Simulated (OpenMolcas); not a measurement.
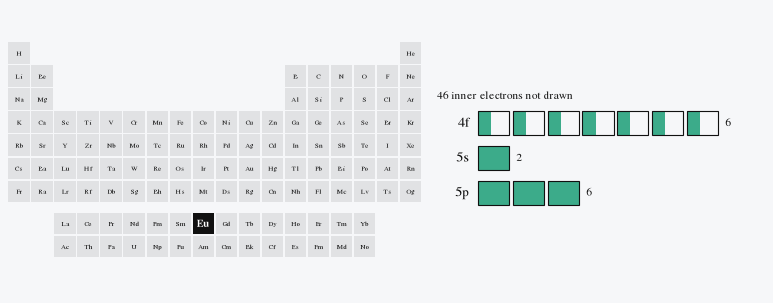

Left, the place of europium in the periodic table; right, the outer shells of the leading configuration of the lowest level: a box for each of the 2l + 1 orbitals, shaded by the share of the shell that is filled, with the electron count at the right.

Eu³⁺ complex: multiconfigurational calculation (part 1 of 2)

Eu³⁺ with 8 ligands (Cl; cube, 3.01 Å), neutralised by 8 outer point charges of +0.62 e, whose field is part of the energies. Computed at this level: state-averaged CASSCF, active space 6 electrons in the shell 4f, basis ANO-RCC-VTZP on the metal and ANO-RCC-VDZP on the ligands, DKH2 scalar Hamiltonian, spin-orbit coupling by RASSI with atomic mean-field integrals (OpenMolcas).

**The input**
```
&GATEWAY
Coord
9

Eu 0.0 0.0 0.0
Cl 1.737824 1.737824 1.737824
Cl 1.737824 1.737824 -1.737824
Cl 1.737824 -1.737824 1.737824
Cl 1.737824 -1.737824 -1.737824
Cl -1.737824 1.737824 1.737824
Cl -1.737824 1.737824 -1.737824
Cl -1.737824 -1.737824 1.737824
Cl -1.737824 -1.737824 -1.737824
Basis=Eu.ANO-RCC-VTZP,Cl.ANO-RCC-VDZP
Group=XYZ
NoMove
AngMom=0.0 0.0 0.0
AMFI
RICD
XField
4 Angstrom 0
3.585345 3.585345 3.585345 0.625000
3.585345 3.585345 -3.585345 0.625000
3.585345 -3.585345 3.585345 0.625000
3.585345 -3.585345 -3.585345 0.625000
&SEWARD
&RASSCF
FileOrb=start.orb
Symmetry=1
Spin=7
nActEl=6 0 0
Inactive=51 48
Ras2=0 7
CIRoot=7 7 1
SDav=7
CIMx=300
Iter=150 100
PrWF=0.3
OrbListing=Nothing
MaxOrb=0
LevShft=1.0
>>> COPY $Project.JobIph JOB001
&RASSCF
FileOrb=start.orb
Symmetry=1
Spin=5
nActEl=6 0 0
Inactive=51 48
Ras2=0 7
CIRoot=140 140 1
SDav=140
CIMx=300
Iter=150 100
PrWF=0.3
OrbListing=Nothing
MaxOrb=0
CIOnly
LevShft=1.0
>>> COPY $Project.JobIph JOB002
&RASSCF
FileOrb=start.orb
Symmetry=1
Spin=3
nActEl=6 0 0
Inactive=51 48
Ras2=0 7
CIRoot=162 162 1
SDav=588
CIMx=300
Iter=150 100
PrWF=0.3
OrbListing=Nothing
MaxOrb=0
CIOnly
LevShft=1.0
>>> COPY $Project.JobIph JOB003
&RASSI
NrOfJobIphs=3 7 77 3
1 2 3 4 5 6 7
1 2 3 4 5 6 7 8 9 10 11 12 13 14 15 16 17 18 19 20 21 22 23 24 25 26 27
28 29 30 31 32 33 34 35 36 37 38 39 40 41 42 43 44 45 46 47 48 49 50 51
52 53 54 55 56 57 58 59 60 61 62 63 64 65 66 67 68 69 70 71 72 73 74 75
76 77
1 2 3
IphNames
JOB001
JOB002
JOB003
EJob
SpinOrbit
DIPRint=1.0
SOCoupling=1000.0
Subsets=2
Property=9
'ANGMOM' 1 'ANGMOM' 2 'ANGMOM' 3 'MLTPL  1' 1 'MLTPL  1' 2 'MLTPL  1' 3
'AMFI' 1 'AMFI' 2 'AMFI' 3
SOProperty=3
'ANGMOM' 1 'ANGMOM' 2 'ANGMOM' 3
```

The file start.orb holds starting orbitals from an earlier step. A driver script formed the levels outside the program, from RASSI's spin-orbit matrix and the active-space energies, averaged over the components of each term or state.

Hardware: 1 thread of Arm Neoverse V1, 24 GiB of memory available, shared host.

Launched with:
```bash
OMP_NUM_THREADS=1 MOLCAS_MEM=2457 MOLCAS_PROJECT=a pymolcas a.inp > a.log  # once for each step of the input, in one work folder
```

**Log (extracts)**
```
--- SEWARD ---
Basis set label: EU.ANO-RCC...8S7P5D3F2G1H.

      Electronic valence basis set:
      ------------------
      Associated Effective Charge  63.000000 au
      Associated Actual Charge     63.000000 au
      Nuclear Model: Point charge

      Shell  nPrim  nBasis  Cartesian Spherical Contaminant
         s      25       8        X
         p      22       7        X
         d      15       5                 X
         f      11       3                 X
         g       4       2                 X
         h       2       1                 X
                  Relativistic Douglas-Kroll-Hess integrals:
                    - DKH order of Hamiltonian: 2
                    - DKH order of Properties : 0
                  Atomic mean-field integrals
--- RASSCF ---
Wave function specifications:
      -----------------------------

      Number of closed shell electrons         198
      Number of electrons in active shells       6
      Max number of holes in RAS1 space          0
      Max nr of electrons in RAS3 space          0
      Number of inactive orbitals               99
      Number of active orbitals                  7
      Number of secondary orbitals             142
      Spin quantum number                      3.0
      State symmetry                             1
Orbital specifications:
      -----------------------

      Symmetry species                           1   2
                                                ag  au
      Frozen orbitals                            0   0
      Inactive orbitals                         51  48
      Active orbitals                            0   7
      RAS1 orbitals                              0   0
      RAS2 orbitals                              0   7
      RAS3 orbitals                              0   0
      Secondary orbitals                        72  70
      Deleted orbitals                           0   0
      Number of basis functions                123 125
      Number of CSFs                             7
      Number of root(s) required                 7
      Iter CI   SX   CI       RASSCF       Energy    max ROT     max BLB   max BLB  Level Ln srch  Step   QN
          iter iter root      energy       change     param      element    value   shift minimum  type update
 Nr of preliminary CI iterations:   1
      Total energies have been shifted. Add               -14000.00 au
        1   1   12    0  -523.59665386    0.00E+00  -5.41E-02   10  63 2  2.67E-01*  1.21   0.00    SX    NO
        2   1   14    0  -524.06082321   -4.64E-01*  1.89E-02    7  87 2  1.06E-01*  0.77   0.00    SX    NO
        3   1   13    0  -524.19568655   -1.35E-01*  1.02E-02    9  89 2 -4.20E-02*  0.81   0.00    SX    NO
        4   1   13    0  -524.22297383   -2.73E-02* -6.96E-03   15  87 1  2.23E-02*  0.71   0.00    SX    NO
        5   1   13    0  -524.23144051   -8.47E-03* -7.58E-03    7  87 2 -1.32E-02*  0.73   1.46    QN   YES
        6   1   12    0  -524.23573153   -4.29E-03*  1.53E-03   12  65 2 -4.14E-03*  0.70   1.16    QN   YES
        7   1   11    0  -524.23613587   -4.04E-04*  7.22E-04   10  63 2 -1.98E-03*  0.70   1.48    LS   YES
        8   1   11    0  -524.23618317   -4.73E-05* -4.01E-04   18  88 1 -1.81E-03*  0.70   1.01    QN   YES
        9   1   10    0  -524.23623675   -5.36E-05*  2.11E-04   18  88 1 -7.87E-04*  0.70   1.53    LS   YES
       10   1   10    0  -524.23624403   -7.29E-06*  1.22E-04   12  65 2  4.99E-04*  0.70   1.00    QN   YES
       11   1    9    0  -524.23624846   -4.43E-06* -9.37E-05   12  65 2  2.56E-04*  0.70   1.77    LS   YES
       12   1    9    0  -524.23624949   -1.03E-06* -4.47E-05   18  88 1  2.06E-04*  0.70   1.00    QN   YES
       13   1    8    0  -524.23624995   -4.54E-07* -3.78E-05   18  88 1  7.97E-05   0.70   1.85    LS   YES
       14   1    7    0  -524.23625007   -1.21E-07* -1.17E-05   15  87 1 -4.90E-05   0.70   1.00    QN   YES
       15   1    7    0  -524.23625009   -2.68E-08*  9.00E-06   10  63 2 -1.70E-05   0.70   1.67    QN   YES
       16   1    6    0  -524.23625010   -7.04E-09   2.52E-06   15  87 1  5.15E-06   0.70   1.12    QN   YES
      Convergence after 16 iterations
       17   1    6    0  -524.23625010   -5.18E-10   2.52E-06   15  87 1  2.39E-06   0.70   1.12    QN   YES
      Natural orbitals and occupation numbers for root  1
      sym 2:   1.000000   0.000000   1.000000   1.000000   1.000000   1.000000   1.000000
      Natural orbitals and occupation numbers for root  2
      sym 2:   1.000000   1.000000   1.000000   1.000000   1.000000   1.000000   0.000000
      Natural orbitals and occupation numbers for root  3
      sym 2:   1.000000   1.000000   1.000000   0.000000   1.000000   1.000000   1.000000
::    RASSCF root number  1 Total energy: -14524.23742665
::    RASSCF root number  2 Total energy: -14524.23616753
::    RASSCF root number  3 Total energy: -14524.23616753
::    RASSCF root number  4 Total energy: -14524.23616753
::    RASSCF root number  5 Total energy: -14524.23594049
::    RASSCF root number  6 Total energy: -14524.23594049
::    RASSCF root number  7 Total energy: -14524.23594049
--- RASSCF ---
Wave function specifications:
      -----------------------------

      Number of closed shell electrons         198
      Number of electrons in active shells       6
      Max number of holes in RAS1 space          0
      Max nr of electrons in RAS3 space          0
      Number of inactive orbitals               99
      Number of active orbitals                  7
      Number of secondary orbitals             142
      Spin quantum number                      2.0
      State symmetry                             1
Orbital specifications:
      -----------------------

      Symmetry species                           1   2
                                                ag  au
      Frozen orbitals                            0   0
      Inactive orbitals                         51  48
      Active orbitals                            0   7
      RAS1 orbitals                              0   0
      RAS2 orbitals                              0   7
      RAS3 orbitals                              0   0
      Secondary orbitals                        72  70
      Deleted orbitals                           0   0
      Number of basis functions                123 125
      Number of CSFs                           140
      Number of root(s) required               140
      Iter CI   SX   CI       RASSCF       Energy    max ROT     max BLB   max BLB  Level Ln srch  Step   QN
          iter iter root      energy       change     param      element    value   shift minimum  type update
 Nr of preliminary CI iterations:   1
        1   1    0    0-14524.01352250    0.00E+00   0.00E+00   50  57 2 -1.82E-02*  0.00   0.00    SX    NO
      Natural orbitals and occupation numbers for root  1
      sym 2:   0.782735   0.795364   0.914154   0.924440   0.894458   0.906130   0.782720
      Natural orbitals and occupation numbers for root  2
      sym 2:   0.952600   0.795364   0.820269   0.815847   0.835012   0.828162   0.952746
      Natural orbitals and occupation numbers for root  3
      sym 2:   0.948355   0.937830   0.808297   0.770002   0.869801   0.815312   0.850403
::    RASSCF root number  1 Total energy: -14524.12606937
::    RASSCF root number  2 Total energy: -14524.12606937
::    RASSCF root number  3 Total energy: -14524.12590388
::    RASSCF root number  4 Total energy: -14524.12590388
::    RASSCF root number  5 Total energy: -14524.12590388
::    RASSCF root number  6 Total energy: -14524.11066922
::    RASSCF root number  7 Total energy: -14524.11066922
::    RASSCF root number  8 Total energy: -14524.11063392
::    RASSCF root number  9 Total energy: -14524.11063392
::    RASSCF root number 10 Total energy: -14524.11063392
::    RASSCF root number 11 Total energy: -14524.11053714
::    RASSCF root number 12 Total energy: -14524.10992419
::    RASSCF root number 13 Total energy: -14524.10992419
::    RASSCF root number 14 Total energy: -14524.10992418
::    RASSCF root number 15 Total energy: -14524.10979994
::    RASSCF root number 16 Total energy: -14524.10979994
::    RASSCF root number 17 Total energy: -14524.10979994
::    RASSCF root number 18 Total energy: -14524.10968342
::    RASSCF root number 19 Total energy: -14524.10968342
::    RASSCF root number 20 Total energy: -14524.10968342
::    RASSCF root number 21 Total energy: -14524.10968138
::    RASSCF root number 22 Total energy: -14524.10968138
::    RASSCF root number 23 Total energy: -14524.10442695
::    RASSCF root number 24 Total energy: -14524.10442695
::    RASSCF root number 25 Total energy: -14524.10442695
::    RASSCF root number 26 Total energy: -14524.10437775
::    RASSCF root number 27 Total energy: -14524.10437775
::    RASSCF root number 28 Total energy: -14524.10415225
::    RASSCF root number 29 Total energy: -14524.10415225
::    RASSCF root number 30 Total energy: -14524.10415225
--- RASSCF ---
Wave function specifications:
      -----------------------------

      Number of closed shell electrons         198
      Number of electrons in active shells       6
      Max number of holes in RAS1 space          0
      Max nr of electrons in RAS3 space          0
      Number of inactive orbitals               99
      Number of active orbitals                  7
      Number of secondary orbitals             142
      Spin quantum number                      1.0
      State symmetry                             1
Orbital specifications:
      -----------------------

      Symmetry species                           1   2
                                                ag  au
      Frozen orbitals                            0   0
      Inactive orbitals                         51  48
      Active orbitals                            0   7
      RAS1 orbitals                              0   0
      RAS2 orbitals                              0   7
      RAS3 orbitals                              0   0
      Secondary orbitals                        72  70
      Deleted orbitals                           0   0
      Number of basis functions                123 125
      Number of CSFs                           588
      Number of root(s) required               162
      Iter CI   SX   CI       RASSCF       Energy    max ROT     max BLB   max BLB  Level Ln srch  Step   QN
          iter iter root      energy       change     param      element    value   shift minimum  type update
 Nr of preliminary CI iterations:   1
        1   1    0    0-14524.00599919    0.00E+00   0.00E+00   50  57 2 -1.89E-02*  0.00   0.00    SX    NO
      Natural orbitals and occupation numbers for root  1
      sym 2:   0.898602   0.793393   0.898493   0.836694   0.898327   0.831938   0.842553
      Natural orbitals and occupation numbers for root  2
      sym 2:   0.898380   0.793863   0.898629   0.830025   0.898542   0.841801   0.838759
      Natural orbitals and occupation numbers for root  3
      sym 2:   0.898598   0.793357   0.898313   0.836434   0.898501   0.842613   0.832184
::    RASSCF root number  1 Total energy: -14524.03283905
::    RASSCF root number  2 Total energy: -14524.03283905
::    RASSCF root number  3 Total energy: -14524.03283905
::    RASSCF root number  4 Total energy: -14524.02782832
::    RASSCF root number  5 Total energy: -14524.02782832
::    RASSCF root number  6 Total energy: -14524.02782832
::    RASSCF root number  7 Total energy: -14524.02781507
::    RASSCF root number  8 Total energy: -14524.02776611
::    RASSCF root number  9 Total energy: -14524.02776611
::    RASSCF root number 10 Total energy: -14524.02776611
::    RASSCF root number 11 Total energy: -14524.02769475
::    RASSCF root number 12 Total energy: -14524.02769475
::    RASSCF root number 13 Total energy: -14524.02748131
::    RASSCF root number 14 Total energy: -14524.02748131
::    RASSCF root number 15 Total energy: -14524.02748131
::    RASSCF root number 16 Total energy: -14524.02706455
::    RASSCF root number 17 Total energy: -14524.02706455
::    RASSCF root number 18 Total energy: -14524.02706455
::    RASSCF root number 19 Total energy: -14524.02704954
::    RASSCF root number 20 Total energy: -14524.02704954
::    RASSCF root number 21 Total energy: -14524.02699714
::    RASSCF root number 22 Total energy: -14524.02699714
::    RASSCF root number 23 Total energy: -14524.02699714
::    RASSCF root number 24 Total energy: -14524.02693594
::    RASSCF root number 25 Total energy: -14524.02693594
::    RASSCF root number 26 Total energy: -14524.02693594
::    RASSCF root number 27 Total energy: -14524.02335181
::    RASSCF root number 28 Total energy: -14524.02335181
::    RASSCF root number 29 Total energy: -14524.02335181
::    RASSCF root number 30 Total energy: -14524.02332914
--- RASSI ---
SPIN-FREE ENERGIES:
  (Shifted by EMIN (a.u.) =     -14524.2374266484)

 SF State       Relative EMIN(au)   Rel lowest level(eV)    D:o, cm**(-1)

     1             0.0000000000        0.0000000000              0.0000
     2             0.0012591214        0.0342624391            276.3452
     3             0.0012591214        0.0342624391            276.3452
     4             0.0012591214        0.0342624391            276.3452
     5             0.0014861560        0.0404403651            326.1735
     6             0.0014861560        0.0404403651            326.1735
     7             0.0014861560        0.0404403651            326.1735
     8             0.1113572389        3.0301848387          24440.0890
     9             0.1113572389        3.0301848387          24440.0890
    10             0.1115227214        3.0346878483          24476.4082
    11             0.1115227214        3.0346878483          24476.4082
    12             0.1115227214        3.0346878483          24476.4082
    13             0.1267573893        3.4492442785          27820.0313
    14             0.1267573893        3.4492442785          27820.0313
    15             0.1267926830        3.4502046694          27827.7774
    16             0.1267926830        3.4502046694          27827.7774
    17             0.1267926830        3.4502046694          27827.7774
    18             0.1268894687        3.4528383428          27849.0194
    19             0.1275024208        3.4695176193          27983.5468
    20             0.1275024208        3.4695176193          27983.5468
    21             0.1275024208        3.4695176193          27983.5468
    22             0.1276266645        3.4728984622          28010.8151
    23             0.1276266645        3.4728984622          28010.8151
    24             0.1276266645        3.4728984622          28010.8151
    25             0.1277431811        3.4760690404          28036.3876
    26             0.1277431811        3.4760690404          28036.3876
    27             0.1277431811        3.4760690404          28036.3876
    28             0.1277452292        3.4761247725          28036.8371
    29             0.1277452292        3.4761247725          28036.8371
    30             0.1329996600        3.6191051177          29190.0513
    31             0.1329996600        3.6191051177          29190.0513
    32             0.1329996600        3.6191051177          29190.0513
    33             0.1330488522        3.6204437068          29200.8478
    34             0.1330488522        3.6204437068          29200.8478
    35             0.1332743544        3.6265799349          29250.3398
    36             0.1332743544        3.6265799349          29250.3398
    37             0.1332743544        3.6265799349          29250.3398
    38             0.1336226414        3.6360573061          29326.7800
    39             0.1533267623        4.1722337514          33651.3346
    40             0.1533267623        4.1722337514          33651.3346
Eigenvalues of complex Hamiltonian:
   -----------------------------------
  (Shifted by EMIN (a.u.) =     -14524.2374266484)

 SO State       Relative EMIN(au)   Rel lowest level(eV)    D:o, cm**(-1)
```

(Continued in part 2.) Outcome of the run: converged.
